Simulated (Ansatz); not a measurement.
# GeSiH3ClO (SMILES [SiH3][O][Ge][Cl]) at B2PLYP/cc-pVDZ

What is the energy change on altering one bond length of GeSiH3ClO at B2PLYP/cc-pVDZ? 

The results are computed with Ansatz 0.2.0.

125 further runs of the same task are left out: 125 set aside as unsound or not needed.

### 1 Starting point

GeSiH3ClO has 7 atoms, charge 0, and is taken as a singlet. SMILES: `[SiH3][O][Ge][Cl]`. The coordinates come from a PBE0-D4/def2-TZVP relaxation. This is one conformer, not always the lowest.

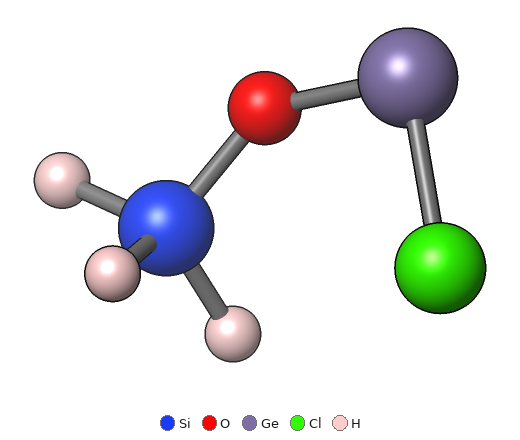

Viewed from a chosen angle; silicon blue, oxygen red, germanium purple, chlorine green, hydrogen pink.

### 2 A single-point energy at B2PLYP/cc-pVDZ

Contents of in.yaml:

```yaml
crystal:
  periodic: [false, false, false]
  atoms:
    - {symbol: Si, position_ang: [0.184400, 0.664200, -0.614200]}
    - {symbol: O, position_ang: [0.434500, -0.959500, -0.413800]}
    - {symbol: Ge, position_ang: [0.076600, -2.215900, 0.776900]}
    - {symbol: Cl, position_ang: [-0.991800, -0.995100, 2.277600]}
    - {symbol: H, position_ang: [0.795900, 1.045400, -1.911300]}
    - {symbol: H, position_ang: [-1.268900, 0.965100, -0.643300]}
    - {symbol: H, position_ang: [0.830700, 1.427800, 0.482400]}
basis:
  gaussian:
    orbitals: cc-pVDZ
total_charge: 0
hamiltonian:
  xc: {name: B2PLYP}
correlation:
  frozen_orbitals: {Cl: 5, Ge: 9, H: 0, O: 1, Si: 5}
accuracy: high
output: {orbitals: {seedname: orbitals}}
```

Command:

```sh
$ ansatz run in.yaml --threads 1 --pin off --max-ram 3480MiB --events-out events.jsonl --progress --plain --runs-dir runs
```

Log:

```text
Warning: RAYON_NUM_THREADS=1 ignored (pool sized by the plan → 1); use --threads N
Functional definition: B2PLYP
  name "B2PLYP"
  parameter a = 0.53
  parameter c = 0.27
  exchange = (1 - a)*b88_x + a*exact_x
  correlation = (1 - c)*lyp_c + c*(mp2_os + mp2_ss)
2087 factors; integrals over basis functions are off by at most 4.4e-9 eV
mean field evaluation 1: about -78987.1769 eV, gradient 4.5e1 eV
mean field evaluation 2: about -78987.3814 eV, gradient 4.5e1 eV
mean field evaluation 4: about -78991.1606 eV, gradient 5.4e0 eV
mean field evaluation 8: about -78991.2536 eV, gradient 3.5e-1 eV
mean field evaluation 16: about -78991.2540 eV, gradient 5.9e-5 eV
mean field -78991.25402242 eV, -2902.8750431288 hartree, gradient 1.8e-8 eV, S^2 0.000000; 0 other end points of the search recorded, 0 dependent functions left out
20 core orbitals not correlated: weight in the atoms' cores, before any rotation towards them, 1.000 or more for the frozen orbitals, at most 0.000 for the correlated occupied ones
reference -78991.25404815 eV, -2902.8750440746 hartree; 17, 17 occupied and 55, 55 virtual orbitals, 2087 factors
second order -17.31350651 eV of doubles, -0.00000000 eV of singles
Total energy: -78995.92869491 eV, -2903.0468341744 hartree
```

It took 20 s on 1 thread of Arm Neoverse V1, shared host; peak memory 0.38 GiB.

### 3 The distorted shape

Contents of run.yaml:

```yaml
crystal:
  periodic: [false, false, false]
  atoms:
    - {symbol: Si, position_ang: [-0.549401, 0.206760, 0.942321]}
    - {symbol: O, position_ang: [-0.299301, -1.416940, 1.142721]}
    - {symbol: Ge, position_ang: [-0.657201, -2.673340, 2.333421]}
    - {symbol: Cl, position_ang: [-1.725601, -1.452540, 3.834121]}
    - {symbol: H, position_ang: [0.795900, 1.045400, -1.911300]}
    - {symbol: H, position_ang: [-2.002701, 0.507660, 0.913221]}
    - {symbol: H, position_ang: [0.096899, 0.970360, 2.038921]}
basis:
  gaussian:
    orbitals: cc-pVDZ
magnetization:
  spin_polarized: false
hamiltonian:
  xc: {name: B2PLYP}
correlation:
  frozen_orbitals: {Cl: 5, Ge: 9, H: 0, O: 1, Si: 5}
accuracy: high
output:
  orbitals: {seedname: orbitals}
```

Command:

```sh
$ ansatz run run.yaml --threads 1 --pin off --max-ram 3480MiB --events-out events.jsonl --progress --plain --runs-dir runs
```

Log (excerpt; [...] marks lines left out):

```text
Warning: RAYON_NUM_THREADS=1 ignored (pool sized by the plan → 1); use --threads N
[... 2 set-up lines as earlier in the session ...]
[...]
2039 factors; integrals over basis functions are off by at most 4.5e-9 eV
[...]
mean field -78986.42171336 eV, -2902.6974590466 hartree, gradient 5.5e-8 eV, S^2 0.000000; 0 other end points of the search recorded, 0 dependent functions left out; unrestricted orbitals would lower it
20 core orbitals not correlated: weight in the atoms' cores, before any rotation towards them, 1.000 or more for the frozen orbitals, at most 0.000 for the correlated occupied ones
reference -78986.42174276 eV, -2902.6974601269 hartree; 17, 17 occupied and 55, 55 virtual orbitals, 2039 factors
second order -18.71395332 eV of doubles, -0.00000000 eV of singles
Total energy: -78991.47451016 eV, -2902.8831459037 hartree
```

Wall time 17 s (1 thread of Arm Neoverse V1, shared host); peak memory 0.37 GiB.

### 4 What came out

At B2PLYP/cc-pVDZ, 20 core orbitals frozen:

| quantity | value |
| --- | --- |
| first shape: total energy | -2903.04683 Eh |
| first shape: HOMO energy (SCF part's orbitals) | -8.99 eV |
| first shape: LUMO energy (SCF part's orbitals) | -1.36 eV |
| first shape: HOMO–LUMO gap (SCF part's orbitals) | 7.63 eV |
| distorted shape: total energy | -2902.88315 Eh |
| distorted shape: HOMO energy (SCF part's orbitals) | -6.76 eV |
| distorted shape: LUMO energy (SCF part's orbitals) | -2.38 eV |
| distorted shape: HOMO–LUMO gap (SCF part's orbitals) | 4.37 eV |
| energy change with the Si1–H5 bond stretched from 1.484 to 3.264 Å | 4.454 eV |

**Reading.** With the Si1–H5 bond stretched from 1.484 to 3.264 Å the energy rises by 4.45 eV (103 kcal/mol). The first shape isn't relaxed at this level, so the change isn't measured from a minimum. A restricted reference can't describe the breaking bond well at this length. The restricted solution (distorted shape) is unstable to spin breaking: an unrestricted one lies lower.
